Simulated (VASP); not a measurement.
Band structure of CdAs (space group Pbca). All values below come from r2SCAN meta-GGA, VASP's PBE PAW potentials (set 64) (plane waves; VASP).

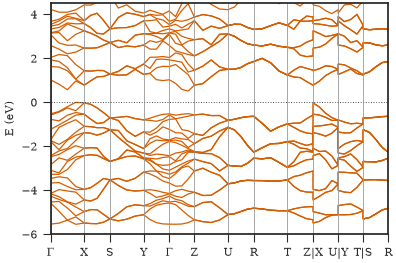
*Bands along high-symmetry lines, zero at the valence-band maximum or, without a gap, the Fermi level*

Q: Read the plot: is there a gap, and where are the band edges?

A: The gap is indirect, 0.50 eV, from the valence maximum at Γ-X at 0.75 to the conduction minimum at (0.00, 0.00, 0.33).

The structure comes from a computed database's CdAs entry (Pbca); how it stands against other phases isn't given here. It was relaxed first.
